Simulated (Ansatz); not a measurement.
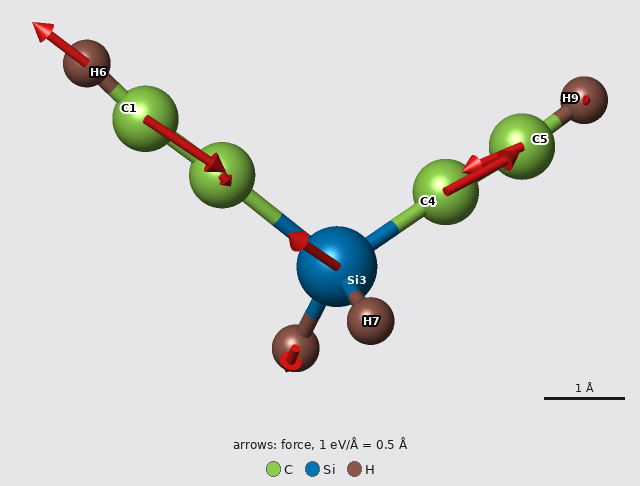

Starting geometry of C₄H₄Si (coarse preliminary run) with the computed forces as red arrows. A ball-and-stick model, seen at a tilt.

The start comes from a force field.

Computed with RKS PBE-D4/def2-SVP in Ansatz. Settings: force threshold 0.03 eV/Å; at most 200 steps.

Is this structure relaxed? If not, where do the atoms go?

Answer. It isn't relaxed: the largest force vector, on a C atom, is 2.53 eV/Å. The final displacements follow the starting forces only in part (cosine between the two patterns 0.49). The largest move after the best rigid fit is that of a C atom, 0.076 Å. By element the largest moves are C 0.076 Å, Si 0.053 Å, H 0.053 Å. Near-neighbour distances that change, for instance: C–Si 1.903 → 1.836 Å, H–Si 1.449 → 1.501 Å, C–H 1.042 → 1.083 Å, C–Si 1.801 → 1.836 Å. Among the angles between lasting bonds that change: C–C–H 173.1° → 179.9°, C–C–H 174.5° → 179.9°, C–Si–H 114.2° → 109.2°. After 3 geometry steps the energy has fallen by 16.4 kJ/mol. The largest force component goes from 2.1 to 0.017 eV/Å.
